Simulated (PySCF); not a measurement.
**Geometry relaxation of InH₂F**

InH₂F, computed with PBE0-D3(BJ)/def2-SVP geometry optimisation, gas phase (PySCF 2.14.0).

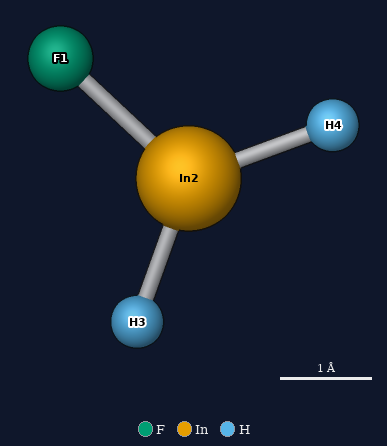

The input geometry (ball-and-stick view, seen on its broad side; atoms are numbered from 1 in the order of the input). Sticks mark near contacts. Bond lengths as drawn: F–In 1.93 Å and H–In 1.68 to 1.70 Å.

Results in brief

| quantity | value |
| --- | --- |
| outcome | converged |
| total energy | −290.991510 hartree |
| dipole moment | 2.94 D |
| point group | C2v |
| hardware | 1 CPU thread, shared host |
| wall time | 6.5 s |
| peak memory | 0.26 GiB |

Input
```
{"job": {"xc": "PBE0", "basis": "def2-SVP", "d3": "d3bj", "grid": 1, "maxiter": 30, "shake": 0.01, "kind": "geom"}, "charge": 0, "multiplicity": 1}
F     -1.496050    -1.005590    -0.019650
In     0.111470     0.070810    -0.006650
H      1.521370    -0.843580    -0.005660
H     -0.098790     1.752990    -0.001050
```

The first line tells a small driver script what to run in PySCF; the rest is the geometry in Å.

Command:
```bash
OMP_NUM_THREADS=1 python <driver script> task.json out
```

The program's output
```
step   0  E = -290.98997361  max force = 0.012538
step   1  E = -290.98994500  max force = 0.018546
step   2  E = -290.99150725  max force = 0.000334
step   3  E = -290.99151038  max force = 0.000352
optimisation converged
```

Trajectory as extended XYZ (Å, eV, eV/Å), 4 frames, from step=0 to step=3
```
4
Properties=species:S:1:pos:R:3:forces:R:3 step=0 energy=-7918.24050
F    -1.4961   -1.0056   -0.0197   -0.6447  -0.3790  -0.0072
In    0.1115    0.0708   -0.0066    0.4684   0.4809   0.0019
H     1.5214   -0.8436   -0.0057    0.3901  -0.3873   0.0024
H    -0.0988    1.7530   -0.0010   -0.2138   0.2854   0.0029
4
Properties=species:S:1:pos:R:3:forces:R:3 step=1 energy=-7918.23972
F    -1.5167   -0.9798   -0.0236    0.9537   0.6074   0.0038
In    0.1711    0.1459   -0.0065   -0.6701  -0.5893  -0.0010
H     1.6121   -0.8303   -0.0061   -0.2940   0.1503  -0.0009
H    -0.1999    1.8331    0.0075    0.0105  -0.1684  -0.0019
4
Properties=species:S:1:pos:R:3:forces:R:3 step=2 energy=-7918.28223
F    -1.4613   -0.9643   -0.0252   -0.0030  -0.0032  -0.0031
In    0.1648    0.1468   -0.0036    0.0171  -0.0056  -0.0073
H     1.5712   -0.8329   -0.0068    0.0031   0.0048   0.0052
H    -0.2081    1.8193    0.0069   -0.0172   0.0041   0.0052
4
Properties=species:S:1:pos:R:3:forces:R:3 step=3 energy=-7918.28232
F    -1.4588   -0.9676   -0.0258    0.0011  -0.0070  -0.0082
In    0.1653    0.1464   -0.0084    0.0104   0.0047   0.0181
H     1.5756   -0.8276   -0.0041    0.0013   0.0041  -0.0049
H    -0.2155    1.8176    0.0096   -0.0128  -0.0017  -0.0050
```

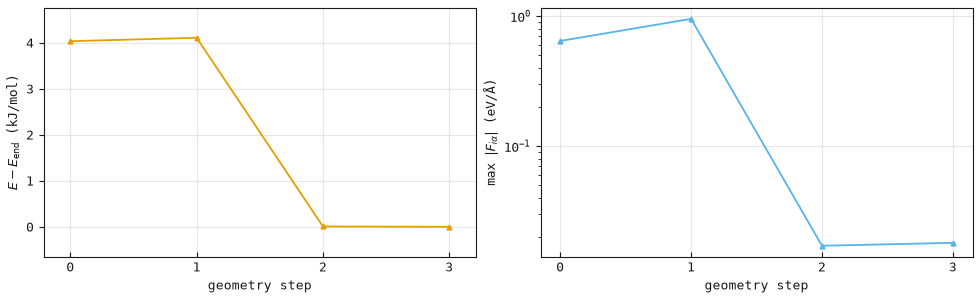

Progress of the relaxation, step by step (steps are counted from 0).

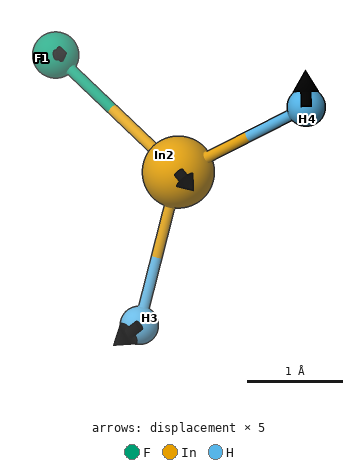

The starting structure with the displacements as black arrows, magnified 5 times (ball-and-stick view, seen at a tilt). The two geometries are laid on each other by the best rigid fit. The energy falls by 4.03 kJ/mol in 3 geometry steps. Largest force component: 0.64 eV/Å at the start, 0.018 eV/Å at the end. The atom that moves furthest after the best rigid fit is H4 (0.080 Å). By element the largest moves are H 0.080 Å, In 0.055 Å, F 0.029 Å. Among the contacts that change: F1–In2 1.935 → 1.970 Å, In2–H3 1.680 → 1.714 Å, In2–H4 1.695 → 1.714 Å. Among the angles that change: H3–In2–H4 130.1° → 137.5°, F1–In2–H4 116.7° → 111.6°, F1–In2–H3 113.2° → 110.9°. (Atoms are counted from 1 in the order of the input.)
